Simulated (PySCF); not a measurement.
# CH4SSi (SMILES C[Si]S) at mPW1K/cc-pVDZ (density fitting with def2-universal-jkfit)

Aim: the electrostatic solvation energy at fixed shape (COSMO, tetrahydrofuran) of CH4SSi at mPW1K/cc-pVDZ (density fitting with def2-universal-jkfit), from 2 runs. Input form: a Python script.

The calculation is run with PySCF 2.14.0.

7 further runs of the same task are left out: 1 that didn't finish, 6 set aside as unsound or not needed.

## Step 1: The molecule

CH4SSi: 7 atoms, total charge 0, spin state singlet. As SMILES, `C[Si]S`. Geometry: relaxed at PBE0-D4/def2-TZVP. This is one conformer, not always the lowest.

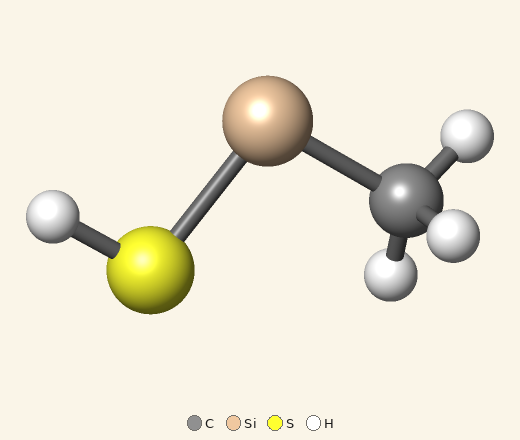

The structure, seen from a chosen angle (carbon grey, silicon light orange, sulfur yellow, hydrogen white).

## Step 2: Localised orbitals at mPW1K/cc-pVDZ (density fitting with def2-universal-jkfit)

The input, job.py:

```python
import numpy
from pyscf import gto, dft, lo

system = gto.M(
    atom='''
C     -1.573953     1.171441    -0.490006
Si     0.991350     0.418952     1.907490
S      2.509367    -2.735945    -0.082770
H     -2.235357    -0.412905    -1.634991
H     -0.787071     2.597995    -1.777098
H     -3.187212     2.058290     0.447865
H      4.398338    -3.226518     1.542772
''',
    unit='bohr',
    max_memory=1860,
    charge=0,
    verbose=4,
    basis='cc-pvdz',
)

mf = dft.RKS(system, xc='mpw1k')
mf = mf.density_fit(auxbasis='def2-universal-jkfit')
mf.kernel()

e_tot = mf.e_tot
print('E(%s) = %.9f' % ('MPW1K', e_tot))
occ = mf.mo_coeff[:, 0:system.nelec[0]]
loc = lo.Boys(system, occ).kernel()
r1 = numpy.einsum('xij,ip,jp->px', system.intor('int1e_r'), loc, loc)
spread = numpy.einsum('ij,ip,jp->p', system.intor('int1e_r2'), loc, loc) - (r1 ** 2).sum(1)
centres = r1 * 0.529177
print('orbital  centre (A)  spread (bohr^2)')
for i, (c, s) in enumerate(zip(centres, spread), 1):
    print('%3d %9.4f %9.4f %9.4f %9.4f' % (i, *c, s))
```

Started as:

```bash
$ OMP_NUM_THREADS=1 python job.py
```

Output:

```text
PySCF version 2.14.0

[INPUT] num. atoms = 7
[INPUT] num. electrons = 40
[INPUT] charge = 0
[INPUT] spin (= nelec alpha-beta = 2S) = 0
[INPUT] symmetry False subgroup None
[INPUT] Mole.unit = bohr
[INPUT] Symbol           X                Y                Z      unit          X                Y                Z       unit  Magmom
[INPUT]  1 C     -0.832900058659   0.619899881137  -0.259300008414 AA   -1.573953000000   1.171441000000  -0.490006000000 Bohr   0.0
[INPUT]  2 Si     0.524599828046   0.221699850869   1.009400238058 AA    0.991350000000   0.418952000000   1.907490000000 Bohr   0.0
[INPUT]  3 S      1.327899830235  -1.447799744331  -0.043799997748 AA    2.509367000000  -2.735945000000  -0.082770000000 Bohr   0.0
[INPUT]  4 H     -1.182899982670  -0.218499916275  -0.865199977259 AA   -2.235357000000  -0.412905000000  -1.634991000000 Bohr   0.0
[INPUT]  5 H     -0.416500036576   1.374799748084  -0.940399763172 AA   -0.787071000000   2.597995000000  -1.777098000000 Bohr   0.0
[INPUT]  6 H     -1.686599956771   1.089200161465   0.236999951569 AA   -3.187212000000   2.058290000000   0.447865000000 Bohr   0.0
[INPUT]  7 H      2.327500235523  -1.707399796223   0.816399784045 AA    4.398338000000  -3.226518000000   1.542772000000 Bohr   0.0

nuclear repulsion = 132.161716556194
number of shells = 27
number of NR pGTOs = 136
number of NR cGTOs = 70
basis = cc-pvdz
ecp = {}

******** <class 'pyscf.df.df_jk.DFRKS'> ********
method = DFRKS
initial guess = minao
damping factor = 0
level_shift factor = 0
DIIS = <class 'pyscf.scf.diis.CDIIS'>
diis_start_cycle = 1
diis_space = 8
diis_damp = 0
SCF conv_tol = 1e-09
SCF conv_tol_grad = None
SCF max_cycles = 50
direct_scf = False
XC library pyscf.dft.libxc version 7.0.0
    S. Lehtola, C. Steigemann, M. J.T. Oliveira, and M. A.L. Marques.,  SoftwareX 7, 1–5 (2018)
XC functionals = mpw1k
    B. J. Lynch, P. L. Fast, M. Harris, and D. G. Truhlar.,  J. Phys. Chem. A 104, 4811 (2000)
radial grids:
    Treutler-Ahlrichs [JCP 102, 346 (1995); DOI:10.1063/1.469408] (M4) radial grids

becke partition: Becke, JCP 88, 2547 (1988); DOI:10.1063/1.454033
pruning grids: <function nwchem_prune>
grids dens level: 3
symmetrized grids: False
atomic radii adjust function: <function treutler_atomic_radii_adjust>
small_rho_cutoff = 0
Set gradient conv threshold to 3.16228e-05
Initial guess from minao.
tot grids = 91416
******** <class 'pyscf.df.df.DF'> ********
auxbasis = def2-universal-jkfit
init E= -728.262380820984
  HOMO = -0.239653995724379  LUMO = -0.0981904483508456  gap/eV = 3.84942
cycle= 1 E= -728.186096584495  delta_E= 0.0763  |g|= 0.303  |ddm|= 2.23
  HOMO = -0.262327386331211  LUMO = -0.0601302136099338  gap/eV = 5.50207
cycle= 2 E= -728.190667347882  delta_E= -0.00457  |g|= 0.283  |ddm|= 0.592
  HOMO = -0.262424006377404  LUMO = -0.0532439460502796  gap/eV = 5.69208
cycle= 3 E= -728.215515836666  delta_E= -0.0248  |g|= 0.0154  |ddm|= 0.287
  HOMO = -0.265392208564977  LUMO = -0.054800938692829  gap/eV = 5.73048
cycle= 4 E= -728.215615522358  delta_E= -9.97e-05  |g|= 0.00643  |ddm|= 0.0354
  HOMO = -0.26414876290257  LUMO = -0.0536240441531137  gap/eV = 5.72867
cycle= 5 E= -728.215630937513  delta_E= -1.54e-05  |g|= 0.00213  |ddm|= 0.00971
  HOMO = -0.264206310222021  LUMO = -0.0537061641141605  gap/eV = 5.72800
cycle= 6 E= -728.215632503733  delta_E= -1.57e-06  |g|= 0.000377  |ddm|= 0.00267
  HOMO = -0.264255863887546  LUMO = -0.0537642961932376  gap/eV = 5.72777
cycle= 7 E= -728.21563256116  delta_E= -5.74e-08  |g|= 0.000103  |ddm|= 0.000697
  HOMO = -0.264255649113868  LUMO = -0.0537607313562818  gap/eV = 5.72786
cycle= 8 E= -728.21563256637  delta_E= -5.21e-09  |g|= 2.27e-05  |ddm|= 0.000229
  HOMO = -0.264255055205512  LUMO = -0.053760535522394  gap/eV = 5.72785
cycle= 9 E= -728.215632566705  delta_E= -3.35e-10  |g|= 4.37e-06  |ddm|= 5.96e-05
  HOMO = -0.264254709774879  LUMO = -0.0537602994628945  gap/eV = 5.72784
Extra cycle  E= -728.215632566721  delta_E= -1.59e-11  |g|= 2.45e-06  |ddm|= 1.21e-05
converged SCF energy = -728.215632566721
E(MPW1K) = -728.215632567

******** <class 'pyscf.lo.boys.Boys'> ********
conv_tol = 1e-06
conv_tol_grad = None
max_cycle = 100
max_stepsize = 0.05
max_iters = 20
kf_interval = 5
kf_trust_region = 5
ah_start_tol = 1000000000.0
ah_start_cycle = 1
ah_level_shift = 0
ah_conv_tol = 1e-12
ah_lindep = 1e-14
ah_max_cycle = 40
ah_trust_region = 3
init_guess = atomic
algorithm = ciah
Set conv_tol_grad to 0.000316228
Init f(x)= 51.178233609913  |g|= 18.2545
macro= 1  f(x)= 44.555650702975  delta_f= -6.62258  |g|= 10.0815  3 KF 20 Hx
macro= 2  f(x)= 37.882147763791  delta_f= -6.6735  |g|= 7.38868  4 KF 20 Hx
macro= 3  f(x)= 36.195369526779  delta_f= -1.68678  |g|= 3.19594  4 KF 18 Hx
macro= 4  f(x)= 36.13399375885  delta_f= -0.0613758  |g|= 0.138625  3 KF 10 Hx
macro= 5  f(x)= 36.088847608689  delta_f= -0.0451462  |g|= 0.220804  4 KF 23 Hx
macro= 6  f(x)= 35.868024817449  delta_f= -0.220823  |g|= 0.221742  4 KF 23 Hx
macro= 7  f(x)= 35.724293221381  delta_f= -0.143732  |g|= 0.148848  4 KF 23 Hx
macro= 8  f(x)= 35.661963019875  delta_f= -0.0623302  |g|= 0.136753  4 KF 23 Hx
macro= 9  f(x)= 35.640915213403  delta_f= -0.0210478  |g|= 0.0425103  5 KF 26 Hx
macro= 10  f(x)= 35.638566762108  delta_f= -0.00234845  |g|= 0.0263968  4 KF 16 Hx
macro= 11  f(x)= 35.638442774265  delta_f= -0.000123988  |g|= 0.0139  2 KF 6 Hx
macro= 12  f(x)= 35.638427530349  delta_f= -1.52439e-05  |g|= 0.000793642  2 KF 11 Hx
macro= 13  f(x)= 35.638421014959  delta_f= -6.51539e-06  |g|= 0.00116624  1 KF 4 Hx
macro= 14  f(x)= 35.638407930826  delta_f= -1.30841e-05  |g|= 0.00242399  1 KF 4 Hx
macro= 15  f(x)= 35.63833312195  delta_f= -7.48089e-05  |g|= 0.00455923  6 KF 31 Hx
macro= 16  f(x)= 35.638327879549  delta_f= -5.2424e-06  |g|= 0.000488037  3 KF 19 Hx
macro= 17  f(x)= 35.638327878123  delta_f= -1.42597e-09  |g|= 0.000166663  1 KF 2 Hx
macro X = 17  f(x)= 35.638327878123  |g|= 0.000166663  34 intor 55 KF 279 Hx
orbital  centre (A)  spread (bohr^2)
  1    1.3279   -1.4478   -0.0438    0.0151
  2    0.5246    0.2217    1.0094    0.0194
  3   -0.8329    0.6199   -0.2594    0.1018
  4    1.4294   -1.4839    0.0084    0.1968
  5    1.3217   -1.3286   -0.0407    0.2007
  6    1.3258   -1.4842   -0.1558    0.2182
  7    1.2350   -1.4932    0.0147    0.1978
  8    0.6338    0.2035    0.9166    0.2940
  9    0.4598    0.0946    1.0330    0.2940
 10    0.4295    0.3143    0.9538    0.2909
 11    0.5747    0.2727    1.1319    0.3118
 12    1.9908   -1.6255    0.5141    2.9819
 13   -0.5315    1.1088   -0.6849    2.7642
 14   -0.3304    0.4344    0.2190    3.5640
 15   -1.0512    0.0571   -0.6457    2.6212
 16   -1.3853    0.9251    0.0837    2.6427
 17    1.3001   -1.6323   -0.4426    3.9683
 18    1.2917   -0.7825    0.0847    4.4712
 19    0.9134   -1.3592    0.3560    4.8586
 20    0.7210    0.4426    1.5106    5.6258
```

Run time: 4.8 s. Hardware: 1 thread of Intel Xeon 6975P-C (Granite Rapids), shared host; peak memory 0.32 GiB.

## Step 3: Localised orbitals at mPW1K/cc-pVDZ (density fitting with def2-universal-jkfit, COSMO tetrahydrofuran)

The input, calc.py:

```python
# C[Si]S
import numpy
from pyscf import gto, dft, lo, solvent

mol = gto.M(
    atom='''
C     -1.573953     1.171441    -0.490006
Si     0.991350     0.418952     1.907490
S      2.509367    -2.735945    -0.082770
H     -2.235357    -0.412905    -1.634991
H     -0.787071     2.597995    -1.777098
H     -3.187212     2.058290     0.447865
H      4.398338    -3.226518     1.542772
''',
    unit='bohr',
    verbose=4,
    spin=0,
    max_memory=1860,
    basis='cc-pvdz',
)

myscf = dft.RKS(mol, xc='mpw1k')
myscf = myscf.density_fit(auxbasis='def2-universal-jkfit')
myscf = myscf.PCM()
myscf.with_solvent.method = 'COSMO'
myscf.with_solvent.eps = 7.4257
myscf.kernel()

e_tot = myscf.e_tot
print('Final energy', e_tot)
occ = myscf.mo_coeff[:, 0:mol.nelec[0]]
loc = lo.Boys(mol, occ).kernel()
r1 = numpy.einsum('xij,ip,jp->px', mol.intor('int1e_r'), loc, loc)
spread = numpy.einsum('ij,ip,jp->p', mol.intor('int1e_r2'), loc, loc) - (r1 ** 2).sum(1)
centres = r1 * 0.529177
print('orbital  centre (A)  spread (bohr^2)')
for i, (c, s) in enumerate(zip(centres, spread), 1):
    print('%3d %9.4f %9.4f %9.4f %9.4f' % (i, *c, s))
```

Started as:

```bash
$ OMP_NUM_THREADS=1 python calc.py
```

Output:

```text
PySCF version 2.14.0

[INPUT] num. atoms = 7
[INPUT] num. electrons = 40
[INPUT] charge = 0
[INPUT] spin (= nelec alpha-beta = 2S) = 0
[INPUT] symmetry False subgroup None
[INPUT] Mole.unit = bohr
[INPUT] Symbol           X                Y                Z      unit          X                Y                Z       unit  Magmom
[INPUT]  1 C     -0.832900058659   0.619899881137  -0.259300008414 AA   -1.573953000000   1.171441000000  -0.490006000000 Bohr   0.0
[INPUT]  2 Si     0.524599828046   0.221699850869   1.009400238058 AA    0.991350000000   0.418952000000   1.907490000000 Bohr   0.0
[INPUT]  3 S      1.327899830235  -1.447799744331  -0.043799997748 AA    2.509367000000  -2.735945000000  -0.082770000000 Bohr   0.0
[INPUT]  4 H     -1.182899982670  -0.218499916275  -0.865199977259 AA   -2.235357000000  -0.412905000000  -1.634991000000 Bohr   0.0
[INPUT]  5 H     -0.416500036576   1.374799748084  -0.940399763172 AA   -0.787071000000   2.597995000000  -1.777098000000 Bohr   0.0
[INPUT]  6 H     -1.686599956771   1.089200161465   0.236999951569 AA   -3.187212000000   2.058290000000   0.447865000000 Bohr   0.0
[INPUT]  7 H      2.327500235523  -1.707399796223   0.816399784045 AA    4.398338000000  -3.226518000000   1.542772000000 Bohr   0.0

nuclear repulsion = 132.161716556194
number of shells = 27
number of NR pGTOs = 136
number of NR cGTOs = 70
basis = cc-pvdz
ecp = {}

******** <class 'pyscf.solvent._attach_solvent.PCMDFRKS'> ********
method = PCMDFRKS
initial guess = minao
damping factor = 0
level_shift factor = 0
DIIS = <class 'pyscf.scf.diis.CDIIS'>
diis_start_cycle = 1
diis_space = 8
diis_damp = 0
SCF conv_tol = 1e-09
SCF conv_tol_grad = None
SCF max_cycles = 50
direct_scf = False
XC library pyscf.dft.libxc version 7.0.0
    S. Lehtola, C. Steigemann, M. J.T. Oliveira, and M. A.L. Marques.,  SoftwareX 7, 1–5 (2018)
XC functionals = mpw1k
    B. J. Lynch, P. L. Fast, M. Harris, and D. G. Truhlar.,  J. Phys. Chem. A 104, 4811 (2000)
radial grids:
    Treutler-Ahlrichs [JCP 102, 346 (1995); DOI:10.1063/1.469408] (M4) radial grids

becke partition: Becke, JCP 88, 2547 (1988); DOI:10.1063/1.454033
pruning grids: <function nwchem_prune>
grids dens level: 3
symmetrized grids: False
atomic radii adjust function: <function treutler_atomic_radii_adjust>
small_rho_cutoff = 0
******** <class 'pyscf.solvent.pcm.PCM'> (In testing) ********

WARN: PCM is an experimental feature. It is still in testing.
Features and APIs may be changed in the future.

lebedev_order = 29 (302 grids per sphere)
eps = 7.4257
frozen = False
Set gradient conv threshold to 3.16228e-05
[... 1 set-up line as earlier in the session ...]
tot grids = 91416
******** <class 'pyscf.df.df.DF'> ********
auxbasis = def2-universal-jkfit
PCM E_diel = -0.000213830897263717
Solvent Energy = -0.000213830897263717
init E= -728.262594651881
  HOMO = -0.234851292935498  LUMO = -0.0934186839457145  gap/eV = 3.84858
PCM E_diel = -0.00597973507455871
Solvent Energy = -0.00597973507455871
cycle= 1 E= -728.192412081712  delta_E= 0.0702  |g|= 0.289  |ddm|= 2.23
  HOMO = -0.259435630832528  LUMO = -0.0543395417196288  gap/eV = 5.58095
PCM E_diel = -0.00338878318993001
Solvent Energy = -0.00338878318993001
cycle= 2 E= -728.201046348508  delta_E= -0.00863  |g|= 0.248  |ddm|= 0.541
  HOMO = -0.26343284612101  LUMO = -0.0512293284000989  gap/eV = 5.77435
PCM E_diel = -0.00375028983513128
Solvent Energy = -0.00375028983513128
cycle= 3 E= -728.219051886092  delta_E= -0.018  |g|= 0.0145  |ddm|= 0.231
  HOMO = -0.263683341063997  LUMO = -0.0508221133861473  gap/eV = 5.79225
PCM E_diel = -0.00387340424612362
Solvent Energy = -0.00387340424612362
cycle= 4 E= -728.219138954257  delta_E= -8.71e-05  |g|= 0.00675  |ddm|= 0.036
  HOMO = -0.263755114531921  LUMO = -0.0507743458674801  gap/eV = 5.79550
PCM E_diel = -0.00384118256885343
Solvent Energy = -0.00384118256885343
cycle= 5 E= -728.219153646419  delta_E= -1.47e-05  |g|= 0.00136  |ddm|= 0.00915
  HOMO = -0.263633535859097  LUMO = -0.0506970700442477  gap/eV = 5.79430
PCM E_diel = -0.00385319032592595
Solvent Energy = -0.00385319032592595
cycle= 6 E= -728.219154565694  delta_E= -9.19e-07  |g|= 0.000394  |ddm|= 0.00362
  HOMO = -0.263682647429614  LUMO = -0.0507494222814779  gap/eV = 5.79421
PCM E_diel = -0.0038551653177004
Solvent Energy = -0.0038551653177004
cycle= 7 E= -728.21915464491  delta_E= -7.92e-08  |g|= 8.54e-05  |ddm|= 0.0011
  HOMO = -0.263672408781749  LUMO = -0.0507391742625378  gap/eV = 5.79421
PCM E_diel = -0.00385602856338995
Solvent Energy = -0.00385602856338995
cycle= 8 E= -728.219154650068  delta_E= -5.16e-09  |g|= 2.06e-05  |ddm|= 0.00034
  HOMO = -0.263674194136719  LUMO = -0.050741419851311  gap/eV = 5.79420
PCM E_diel = -0.00385608765024425
Solvent Energy = -0.00385608765024425
cycle= 9 E= -728.219154650296  delta_E= -2.27e-10  |g|= 3.85e-06  |ddm|= 5.9e-05
  HOMO = -0.263673192078676  LUMO = -0.0507405162974082  gap/eV = 5.79419
PCM E_diel = -0.00385610994134369
Solvent Energy = -0.00385610994134369
Extra cycle  E= -728.219154650306  delta_E= -1.08e-11  |g|= 2.05e-06  |ddm|= 1.05e-05
converged SCF energy = -728.219154650306
Final energy -728.2191546503065

******** <class 'pyscf.lo.boys.Boys'> ********
conv_tol = 1e-06
conv_tol_grad = None
max_cycle = 100
max_stepsize = 0.05
max_iters = 20
kf_interval = 5
kf_trust_region = 5
ah_start_tol = 1000000000.0
ah_start_cycle = 1
ah_level_shift = 0
ah_conv_tol = 1e-12
ah_lindep = 1e-14
ah_max_cycle = 40
ah_trust_region = 3
init_guess = atomic
algorithm = ciah
Set conv_tol_grad to 0.000316228
Init f(x)= 51.170280526467  |g|= 18.3425
macro= 1  f(x)= 41.131011721017  delta_f= -10.0393  |g|= 14.4074  4 KF 20 Hx
macro= 2  f(x)= 37.121484989877  delta_f= -4.00953  |g|= 8.87506  3 KF 20 Hx
macro= 3  f(x)= 36.296270437742  delta_f= -0.825215  |g|= 3.33102  3 KF 20 Hx
macro= 4  f(x)= 35.938341050273  delta_f= -0.357929  |g|= 2.74447  4 KF 20 Hx
macro= 5  f(x)= 35.730783159232  delta_f= -0.207558  |g|= 0.316017  4 KF 22 Hx
macro= 6  f(x)= 35.644862316886  delta_f= -0.0859208  |g|= 0.236155  4 KF 22 Hx
macro= 7  f(x)= 35.646459649694  delta_f= 0.00159733  |g|= 0.208137  5 KF 21 Hx
macro= 8  f(x)= 35.624202394299  delta_f= -0.0222573  |g|= 0.0392558  4 KF 13 Hx
macro= 9  f(x)= 35.623942789042  delta_f= -0.000259605  |g|= 0.0153443  5 KF 28 Hx
macro= 10  f(x)= 35.623937469986  delta_f= -5.31906e-06  |g|= 0.00152531  2 KF 4 Hx
macro= 11  f(x)= 35.62393138251  delta_f= -6.08748e-06  |g|= 0.000789018  2 KF 11 Hx
macro= 12  f(x)= 35.623927215143  delta_f= -4.16737e-06  |g|= 0.00103288  1 KF 7 Hx
macro= 13  f(x)= 35.623923854919  delta_f= -3.36022e-06  |g|= 0.000217282  3 KF 16 Hx
macro= 14  f(x)= 35.623923730782  delta_f= -1.24138e-07  |g|= 0.000156511  2 KF 14 Hx
macro X = 14  f(x)= 35.623923730782  |g|= 0.000156511  28 intor 46 KF 238 Hx
orbital  centre (A)  spread (bohr^2)
  1    1.3279   -1.4478   -0.0438    0.0151
  2    0.5246    0.2217    1.0094    0.0194
  3   -0.8329    0.6199   -0.2593    0.1018
  4    1.4313   -1.4729    0.0110    0.1969
  5    1.2850   -1.3441   -0.0023    0.2049
  6    1.3460   -1.4387   -0.1599    0.2174
  7    1.2497   -1.5341   -0.0221    0.1968
  8    0.6337    0.2000    0.9172    0.2938
  9    0.4562    0.0967    1.0335    0.2937
 10    0.4324    0.3166    0.9528    0.2909
 11    0.5756    0.2721    1.1319    0.3103
 12    1.9851   -1.6222    0.5066    2.9743
 13   -0.5318    1.1060   -0.6824    2.7657
 14   -0.3278    0.4342    0.2226    3.5687
 15   -1.0499    0.0572   -0.6446    2.6232
 16   -1.3832    0.9238    0.0827    2.6422
 17    1.3505   -1.5560   -0.4738    4.0358
 18    1.2213   -0.7676    0.1656    4.2553
 19    0.9301   -1.4628    0.2947    5.0105
 20    0.7296    0.4431    1.5205    5.6073
```

Wall time 11 s (1 thread of Intel Xeon 6975P-C (Granite Rapids), shared host); peak memory 0.4 GiB.

## Step 4: What came out

At mPW1K/cc-pVDZ (density fitting with def2-universal-jkfit):

| quantity | value |
| --- | --- |
| gas phase: total energy | -728.21563 Eh |
| gas phase: dipole moment | 0.49 D |
| gas phase: HOMO energy | -7.19 eV |
| gas phase: LUMO energy | -1.46 eV |
| gas phase: HOMO–LUMO gap | 5.73 eV |
| COSMO, tetrahydrofuran: total energy | -728.21915 Eh |
| COSMO, tetrahydrofuran: dipole moment | 0.62 D |
| COSMO, tetrahydrofuran: HOMO energy | -7.17 eV |
| COSMO, tetrahydrofuran: LUMO energy | -1.38 eV |
| COSMO, tetrahydrofuran: HOMO–LUMO gap | 5.79 eV |
| COSMO, tetrahydrofuran: solvent term in the energy | -10.1 kJ/mol |
| energy change from gas to solvent at fixed shape | -0.096 eV |

The solvent model (COSMO, tetrahydrofuran) lowers the energy by 0.10 eV (−2.2 kcal/mol) at the same shape. It holds the electrostatic part alone, without cavity or dispersion terms. Mulliken charges (gas phase) run from -0.34 on C1 to +0.21 on Si2. Mulliken charges (COSMO, tetrahydrofuran) run from -0.35 on C1 to +0.21 on Si2.
